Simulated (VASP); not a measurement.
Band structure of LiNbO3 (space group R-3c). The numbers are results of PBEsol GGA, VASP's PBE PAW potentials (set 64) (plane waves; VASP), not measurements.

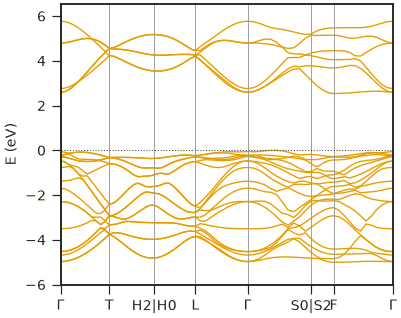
Figure: Bands along high-symmetry lines, zero at the valence-band maximum or, without a gap, the Fermi level

Problem. Read the plot: is there a gap, and where are the band edges?

Solution. The gap is indirect, 2.54 eV, from the valence maximum at Γ-S0 at 0.45 to the conduction minimum at F. (Edges off the drawn lines would not show.)

The structure comes from a measured LiNbO3 entry (R-3c) of the Crystallography Open Database, whose conditions weren't checked. It was relaxed first, which changed the volume by -5 %.
